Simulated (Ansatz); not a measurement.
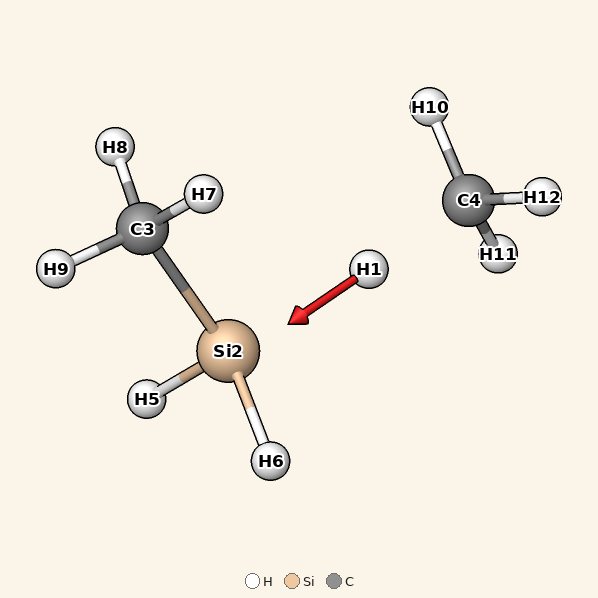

The arrows show one normal mode. State: neutral, doublet. Harmonic vibrations computed with UKS PBE0-D4/def2-SVP (Ansatz 0.2.0) at a stationary point of the same level. It is a saddle point of order 1.

Q: Estimate its harmonic wavenumber.

A: 1457i cm⁻¹; it is mode 1 of 30 counted from the lowest.
